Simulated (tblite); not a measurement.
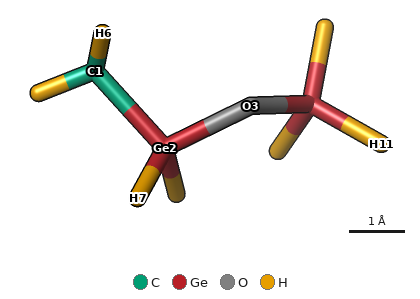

*The input geometry (stick view, seen at a tilt; atoms are numbered from 1 in the order of the input). Sticks mark near contacts.*

Geometry relaxation of CH7Ge2O (part 1 of 2)

CH7Ge2O, multiplicity 2, SMILES [CH2][GeH2][O][GeH3], computed with GFN2-xTB geometry optimisation, gas phase (tblite 0.8.0).

It belongs to a series of runs on one base structure; here: H removed from sp3 C.

Output
```
step      E/eV     max force
  0    -368.48444    1.555
  1    -368.57361    1.053
  2    -368.70589    0.997
  3    -368.75512    0.760
  4    -368.81476    0.747
  5    -368.83902    0.675
  6    -368.89017    0.533
  7    -368.92556    0.647
  8    -368.96236    0.511
  9    -368.98012    0.409
 10    -368.99368    0.393
 11    -369.00556    0.386
 12    -369.02288    0.564
 13    -369.04309    0.515
 14    -369.05609    0.223
 15    -369.06091    0.157
 16    -369.06427    0.157
 17    -369.06813    0.231
 18    -369.07211    0.193
 19    -369.07598    0.154
 20    -369.07952    0.161
 21    -369.08296    0.206
 22    -369.08617    0.191
 23    -369.08826    0.101
 24    -369.08931    0.092
 25    -369.09037    0.126
 26    -369.09214    0.191
 27    -369.09507    0.247
 28    -369.09896    0.255
 29    -369.10241    0.191
 30    -369.10442    0.101
 31    -369.10563    0.103
 32    -369.10705    0.122
 33    -369.10904    0.167
 34    -369.11122    0.185
 35    -369.11298    0.132
 36    -369.11400    0.091
 37    -369.11458    0.083
 38    -369.11513    0.067
 39    -369.11568    0.066
 40    -369.11622    0.062
 41    -369.11678    0.058
 42    -369.11732    0.056
 43    -369.11773    0.068
 44    -369.11800    0.045
 45    -369.11817    0.035
 46    -369.11835    0.046
 47    -369.11861    0.071
 48    -369.11907    0.092
 49    -369.11967    0.093
 50    -369.12027    0.073
 51    -369.12079    0.064
 52    -369.12142    0.085
 53    -369.12250    0.134
 54    -369.12435    0.193
 55    -369.12659    0.209
 56    -369.12819    0.147
 57    -369.12849    0.121
 58    -369.12962    0.084
 59    -369.12987    0.061
 60    -369.13013    0.049
 61    -369.13127    0.078
 62    -369.13235    0.113
 63    -369.13479    0.141
 64    -369.13681    0.117
 65    -369.13770    0.091
 66    -369.13806    0.108
 67    -369.13861    0.063
 68    -369.13913    0.056
 69    -369.13985    0.083
 70    -369.14063    0.090
 71    -369.14143    0.093
 72    -369.14202    0.056
 73    -369.14233    0.030
 74    -369.14252    0.047
 75    -369.14277    0.059
 76    -369.14314    0.064
 77    -369.14362    0.075
 78    -369.14401    0.044
 79    -369.14419    0.070
 80    -369.14427    0.043
 81    -369.14432    0.013
 82    -369.14438    0.013
 83    -369.14444    0.015
 84    -369.14448    0.015
 85    -369.14450    0.014
 86    -369.14451    0.011
 87    -369.14453    0.010
```

Trajectory as extended XYZ (Å, eV, eV/Å), 20 of the 88 frames kept, from step=0 to step=87
```
11
Properties=species:S:1:pos:R:3:forces:R:3 step=0 energy=-368.48444
C    -1.9524    0.6524   -0.8586   -0.9420   0.2830   1.2040
Ge   -0.8742   -0.3812    0.3404   -0.0380  -0.2610  -0.2270
O     0.5572    0.6229    0.7508    0.2210  -0.7330  -0.5070
Ge    2.0218    0.0748   -0.1224    0.5440  -0.4840   0.4930
H    -2.9425    0.1775   -1.0059    0.6180   0.5550  -0.3140
H    -2.0331    1.6804   -0.4340   -0.0700  -0.5730  -0.8390
H    -1.7518   -0.6852    1.5826    0.4250   0.1570  -0.0630
H    -0.3478   -1.7021   -0.2456   -0.2520   0.1830   0.2550
H     1.7434   -1.2847   -0.8400    0.1250   0.5500   0.2280
H     2.5195    1.0647   -1.1609   -0.2050   0.0320   0.2920
H     3.0653   -0.2170    1.0077   -0.4250   0.2930  -0.5220
11
Properties=species:S:1:pos:R:3:forces:R:3 step=5 energy=-368.83902
C    -2.0265    0.6435   -0.7032   -0.4640   0.4320  -0.2330
Ge   -0.8822   -0.4140    0.3378   -0.0730  -0.0300   0.1210
O     0.5901    0.4942    0.6733   -0.0870   0.0270   0.1270
Ge    2.0749    0.0400   -0.1069    0.0410   0.0220   0.0370
H    -2.9434    0.2264   -1.0882    0.0450   0.0570  -0.1010
H    -2.0517    1.7137   -0.5411    0.0480  -0.0960  -0.1810
H    -1.6635   -0.6643    1.5924    0.2050  -0.0710   0.4450
H    -0.3937   -1.7033   -0.2203   -0.1380  -0.3130  -0.1490
H     1.7723   -1.2227   -0.8154    0.1250  -0.3820  -0.2400
H     2.4810    1.0651   -1.0932    0.0290   0.3080  -0.0680
H     3.0482   -0.1759    0.9788    0.2700   0.0460   0.2430
11
Properties=species:S:1:pos:R:3:forces:R:3 step=9 energy=-368.98012
C    -2.1372    0.6888   -0.6482    0.2410  -0.2080  -0.0120
Ge   -0.9345   -0.4370    0.3533   -0.2310   0.0730  -0.0570
O     0.5941    0.4038    0.6500   -0.0630   0.0490   0.0120
Ge    2.1177    0.0180   -0.1054   -0.0130  -0.0320   0.0330
H    -2.9726    0.2675   -1.1857    0.0700   0.0770   0.0640
H    -2.0593    1.7672   -0.6546    0.0440  -0.1920   0.0060
H    -1.5319   -0.6697    1.7255    0.1390  -0.0370   0.0400
H    -0.4812   -1.7770   -0.2407   -0.3380   0.2310  -0.0050
H     1.8424   -1.2681   -0.8554    0.2710   0.0700   0.0170
H     2.4568    1.1422   -1.0485    0.0030  -0.0550   0.0860
H     3.1112   -0.1330    1.0237   -0.1240   0.0250  -0.1830
11
Properties=species:S:1:pos:R:3:forces:R:3 step=14 energy=-369.05609
C    -2.1366    0.6678   -0.6528   -0.0680   0.1360  -0.0840
Ge   -0.9962   -0.4343    0.3894    0.1670   0.0040   0.1470
O     0.5664    0.3683    0.6336    0.0510  -0.0610  -0.1150
Ge    2.1068    0.0141   -0.1040    0.0120  -0.0010   0.0190
H    -2.9708    0.2968   -1.2184   -0.0370  -0.1830   0.0180
H    -2.0276    1.7354   -0.7058    0.1410   0.1070   0.0700
H    -1.4162   -0.6858    1.8108   -0.1010   0.0270   0.0330
H    -0.6667   -1.7427   -0.2667   -0.1060  -0.1520  -0.0900
H     1.9878   -1.2761   -0.8765    0.0340   0.0720   0.0180
H     2.4468    1.1634   -0.9967   -0.0260   0.0580  -0.0770
H     3.1116   -0.1042    1.0011   -0.0670  -0.0080   0.0600
11
Properties=species:S:1:pos:R:3:forces:R:3 step=18 energy=-369.07211
C    -2.1396    0.6774   -0.6579    0.0880  -0.0480   0.1080
Ge   -0.9966   -0.4349    0.4064   -0.1360  -0.0540  -0.1260
O     0.5707    0.3492    0.6103   -0.0160  -0.0190  -0.0100
Ge    2.1153    0.0174   -0.1066    0.0820   0.0790  -0.0770
H    -2.9712    0.2755   -1.2183    0.1280   0.0720   0.1060
H    -1.9979    1.7462   -0.7078   -0.0260  -0.0910  -0.0260
H    -1.4084   -0.6833    1.8382   -0.0470   0.0450  -0.0600
H    -0.7320   -1.7589   -0.2843   -0.0730   0.0130   0.0570
H     2.0276   -1.2655   -0.8796    0.0160  -0.0200  -0.0450
H     2.4381    1.1779   -0.9974   -0.0120   0.0110  -0.0260
H     3.0994   -0.0983    1.0111   -0.0060   0.0130   0.0990
11
Properties=species:S:1:pos:R:3:forces:R:3 step=23 energy=-369.08826
C    -2.1290    0.6819   -0.6249   -0.0200   0.0200  -0.0380
Ge   -1.0192   -0.4574    0.4134    0.0710   0.0220   0.0130
O     0.5686    0.2964    0.5636    0.0040  -0.0510   0.0000
Ge    2.1433    0.0330   -0.1207   -0.0520  -0.0640   0.0580
H    -2.9414    0.2745   -1.1992   -0.0650   0.0320  -0.0070
H    -1.9631    1.7391   -0.7302    0.0190   0.0310   0.0200
H    -1.3994   -0.6641    1.8550   -0.0410   0.0020  -0.0120
H    -0.8583   -1.7819   -0.2893    0.0160  -0.0840   0.0530
H     2.1025   -1.2516   -0.8999    0.0560   0.0110  -0.0420
H     2.4231    1.2096   -1.0023    0.0370   0.0240  -0.0020
H     3.0782   -0.0768    1.0485   -0.0260   0.0580  -0.0430
11
Properties=species:S:1:pos:R:3:forces:R:3 step=27 energy=-369.09507
C    -2.1307    0.6902   -0.6182    0.0620  -0.0760  -0.0160
Ge   -1.0192   -0.4671    0.4129   -0.2170  -0.0660  -0.0990
O     0.5693    0.2543    0.5467    0.0250   0.0240   0.0570
Ge    2.1457    0.0281   -0.1219    0.1250   0.0740  -0.1570
H    -2.9485    0.2923   -1.1922   -0.0590   0.0280   0.0110
H    -1.9461    1.7430   -0.7361    0.0290   0.0300   0.0320
H    -1.4083   -0.6529    1.8548   -0.0220   0.0080   0.0140
H    -0.9026   -1.8186   -0.2658    0.0250   0.0370   0.0710
H     2.1527   -1.2446   -0.9253    0.0430   0.0250   0.0070
H     2.4272    1.2245   -0.9977   -0.0230  -0.0940   0.0810
H     3.0661   -0.0464    1.0568    0.0110   0.0110   0.0000
11
Properties=species:S:1:pos:R:3:forces:R:3 step=32 energy=-369.10705
C    -2.1191    0.6930   -0.6296    0.0010  -0.0140  -0.0350
Ge   -1.0550   -0.4978    0.4055    0.0670   0.0710   0.0140
O     0.5697    0.1773    0.5228   -0.0070  -0.0880  -0.0670
Ge    2.1658    0.0298   -0.1444   -0.0440  -0.0130   0.1130
H    -2.9767    0.3345   -1.1709   -0.0390   0.0460  -0.0030
H    -1.9006    1.7431   -0.7319    0.0150  -0.0450   0.0170
H    -1.4331   -0.6296    1.8563   -0.0220   0.0280   0.0290
H    -0.9875   -1.8731   -0.2098    0.0280  -0.0230  -0.0230
H     2.2661   -1.2236   -0.9690    0.0070   0.0100   0.0350
H     2.4301    1.2405   -0.9816   -0.0460   0.0760  -0.0620
H     3.0457    0.0086    1.0665    0.0400  -0.0460  -0.0180
11
Properties=species:S:1:pos:R:3:forces:R:3 step=37 energy=-369.11458
C    -2.1119    0.6874   -0.6442   -0.0120   0.0300   0.0000
Ge   -1.0771   -0.5189    0.4048   -0.0020  -0.0460  -0.0190
O     0.5704    0.0813    0.4774    0.0110   0.0260   0.0360
Ge    2.1834    0.0389   -0.1456   -0.0030   0.0020  -0.0440
H    -3.0095    0.3849   -1.1551    0.0110  -0.0030   0.0200
H    -1.8565    1.7304   -0.7288    0.0190  -0.0120  -0.0140
H    -1.4535   -0.5947    1.8660    0.0210   0.0310  -0.0300
H    -1.0523   -1.9133   -0.1738   -0.0020  -0.0010  -0.0050
H     2.3606   -1.1978   -0.9831    0.0150   0.0030   0.0220
H     2.4026    1.2725   -0.9811   -0.0650  -0.0230   0.0470
H     3.0492    0.0318    1.0772    0.0080  -0.0070  -0.0130
11
Properties=species:S:1:pos:R:3:forces:R:3 step=41 energy=-369.11678
C    -2.1115    0.6891   -0.6406    0.0300  -0.0220   0.0020
Ge   -1.0873   -0.5350    0.4009   -0.0100   0.0360   0.0040
O     0.5723    0.0343    0.4592   -0.0200  -0.0080   0.0280
Ge    2.1886    0.0406   -0.1509   -0.0020  -0.0190   0.0440
H    -3.0183    0.4079   -1.1454   -0.0150  -0.0220   0.0130
H    -1.8268    1.7215   -0.7398    0.0300   0.0450  -0.0130
H    -1.4457   -0.5697    1.8674    0.0110  -0.0020  -0.0260
H    -1.1040   -1.9336   -0.1626    0.0130  -0.0190  -0.0060
H     2.4215   -1.1836   -0.9856   -0.0040  -0.0380  -0.0310
H     2.3679    1.2864   -0.9644   -0.0340   0.0430  -0.0200
H     3.0486    0.0447    1.0757    0.0020   0.0060   0.0040
11
Properties=species:S:1:pos:R:3:forces:R:3 step=46 energy=-369.11835
C    -2.1046    0.6892   -0.6484    0.0070   0.0150  -0.0210
Ge   -1.0821   -0.5323    0.3920    0.0110  -0.0280   0.0350
O     0.5721    0.0429    0.4779    0.0180  -0.0090   0.0200
Ge    2.1833    0.0383   -0.1471    0.0060  -0.0090  -0.0170
H    -3.0217    0.4064   -1.1346    0.0050   0.0150   0.0080
H    -1.8221    1.7246   -0.7389   -0.0010  -0.0060  -0.0280
H    -1.4521   -0.5649    1.8536   -0.0110  -0.0140   0.0090
H    -1.0771   -1.9359   -0.1633   -0.0040   0.0110  -0.0090
H     2.4072   -1.1918   -0.9840   -0.0170   0.0190   0.0000
H     2.3479    1.2874   -0.9650   -0.0120  -0.0080   0.0040
H     3.0548    0.0389    1.0717   -0.0020   0.0140  -0.0010
11
Properties=species:S:1:pos:R:3:forces:R:3 step=50 energy=-369.12027
C    -2.0767    0.6868   -0.6654   -0.0430   0.0390   0.0040
Ge   -1.0770   -0.5416    0.3925   -0.0410   0.0400   0.0460
O     0.5813    0.0111    0.5010   -0.0020  -0.0410   0.0270
Ge    2.1823    0.0375   -0.1490   -0.0170  -0.0080   0.0140
H    -3.0239    0.4258   -1.1051    0.0200  -0.0170   0.0020
H    -1.7942    1.7219   -0.7649    0.0430  -0.0280  -0.0150
H    -1.4676   -0.5589    1.8533    0.0030  -0.0250  -0.0430
H    -1.0910   -1.9433   -0.1636    0.0070  -0.0100   0.0000
H     2.4194   -1.1848   -0.9944   -0.0140   0.0290   0.0090
H     2.2976    1.2946   -0.9589    0.0250   0.0100  -0.0220
H     3.0553    0.0535    1.0684    0.0190   0.0100  -0.0220
```
